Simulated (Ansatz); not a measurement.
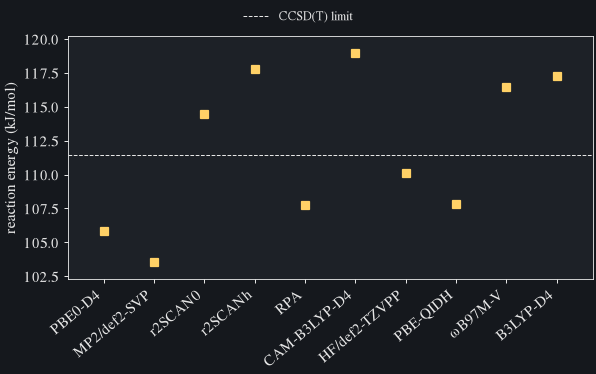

Electronic reaction energy of Si₂H₄SF₂ (F[SiH2][SiH](F)S) + H₂ ([H][H]) → Si₂H₅SF (F[SiH2][SiH2]S) + HF (F) (SMILES in brackets) at several levels (functionals in def2-TZVPP unless a basis is named), isolated molecules at PBE0-D4 triple-zeta geometries, minima by their frequencies, no zero-point or thermal terms, the Ansatz code 0.2.0. The line is frozen-core CCSD(T) at the basis limit (MP2 extrapolated from triple and quadruple zeta, plus CCSD(T) less MP2 in a smaller set). RPA and PBE-QIDH hold a correlation term that converges slowly with the basis, so part of the distance to the limit is basis error. No dispersion term is added to r2SCAN0, r2SCANh and PBE-QIDH. The distance of MP2/def2-SVP to the limit includes basis error.

> What range do the values span, the line included?

From 103.5 kJ/mol (MP2/def2-SVP) to 119.0 kJ/mol (CAM-B3LYP-D4).

> Give the values.

```tsv
level	kJ/mol	less CCSD(T) limit
PBE0-D4	105.8	−5.6
MP2/def2-SVP	103.5	−7.9
r2SCAN0	114.4	3.0
r2SCANh	117.8	6.4
RPA	107.8	−3.6
CAM-B3LYP-D4	119.0	7.5
HF/def2-TZVPP	110.1	−1.3
PBE-QIDH	107.9	−3.6
ωB97M-V	116.5	5.0
B3LYP-D4	117.2	5.8
CCSD(T) limit	111.4	0.0
```

Caveats: one conformer of each flexible molecule.
